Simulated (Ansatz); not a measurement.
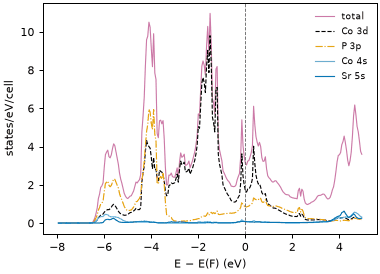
Figure: Total and projected density of states of SrCo₂P₂ in space group I4/mmm (No. 139; P on 4e, Sr on 2a, Co on 4d), PBEsol (plane waves, PAW; program Ansatz)

Problem. Which orbitals carry the states next to the Fermi level?

Solution. Within 0.5 eV of the Fermi level: Co 3d 58 %, P 3p 26 %, outside the projected shells 11 %. Projections are on Löwdin-orthogonalised atomic valence shells; empty p or d shells of many metals are not among them.

Problem. Where is the tallest occupied peak in this window, and what makes it?

Solution. Near -1.5 eV, about 11 states/eV per cell; the largest projected share is Co 3d.

The workflow started from an entry of the Crystallography Open Database (COD). Its standing as an ambient phase is unchecked. The PBEsol relaxation kept the symmetry of its start; its stability against distortions is not shown here. Magnetic state: ferromagnetic, the only order run, not a proven ground state. Spin–orbit coupling is left out wherever it is not named.

Potentials: the later of the program's two PAW sets.
